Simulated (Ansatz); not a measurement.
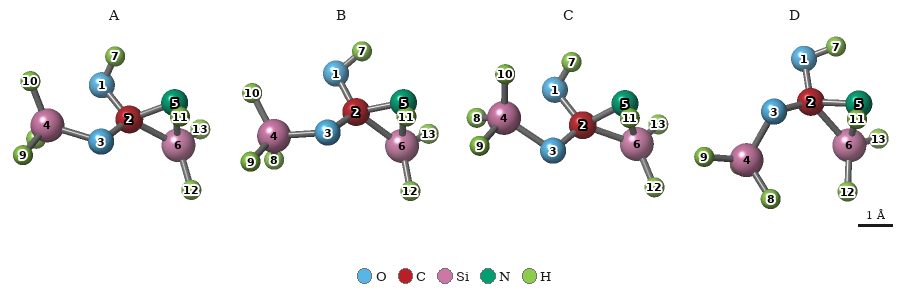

4 geometries from a converged minimum-energy path of CH7NO2Si2, shuffled. Style: ball-and-stick. Shown at a tilt.

The calculation used RKS LDA/STO-3G in Ansatz. Set-up: 5 movable images; climbing image; force threshold 0.03 eV/Å; iteration limit 60; starting path through a guess of the saddle point.

Q: Which frame is the transition state?

A: D. In order along the path, whose images run from 0 to 6: C (image 0, 0.0 kJ/mol), A (image 1, +9.9 kJ/mol), B (image 2, +27.1 kJ/mol), D (image 5, +44.2 kJ/mol). The motion is a rotation about the C2–O3 bond by about 175°. No bond forms or breaks between the ends. Bond angles that change up to the highest image, for instance: C2–O3–Si4 102.8° → 114.2°, O3–Si4–H9 95.4° → 104.8°.

Limits of the set-up: STO-3G is a minimal basis, so the numbers are rough.
